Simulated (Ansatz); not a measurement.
The figure comes from a scan of TaN (rock salt): one Ta atom of a 2-atom cell moves by s along Cartesian x, with its periodic images. Calculation: PBE (plane waves to 420 eV, PAW, scalar-relativistic; Ansatz, an electronic-structure program). k mesh 15×15×15 (Γ-centred), Fermi-Dirac smearing 0.05 eV. Left out: 2 of 11 points, with atoms too close for the PAW data. With partly filled bands, energies and forces of such displacements shift with the k mesh and the smearing. F∥ is the force on the atom along that direction. Spin-orbit coupling is left out, though Ta is heavy. TaN is run without spin polarisation. TaN was relaxed with its symmetry unable to fall. This is a high-temperature form of TaN. 

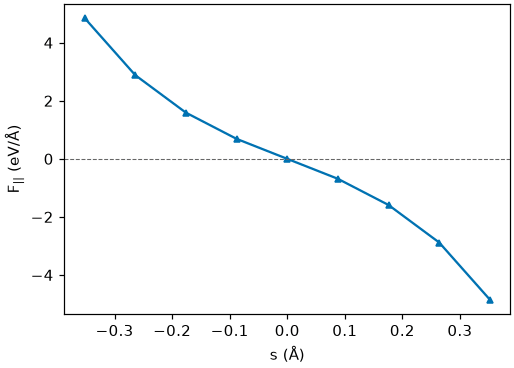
Figure. F∥ (eV/Å) against s (Å); computed points joined by lines.

Task: List the plotted points as numbers.

Result: To the nearest 0.2:

| s (Å) | F∥ (eV/Å) |
|---|---|
| -0.352 | 4.8 |
| -0.264 | 2.8 |
| -0.176 | 1.6 |
| -0.088 | 0.6 |
| 0.000 | 0.0 |
| 0.088 | -0.6 |
| 0.176 | -1.6 |
| 0.264 | -2.8 |
| 0.352 | -4.8 |

(For displaced atoms, the force is minus the slope of the energy, and its curvature is a force constant, which sets phonon frequencies.)
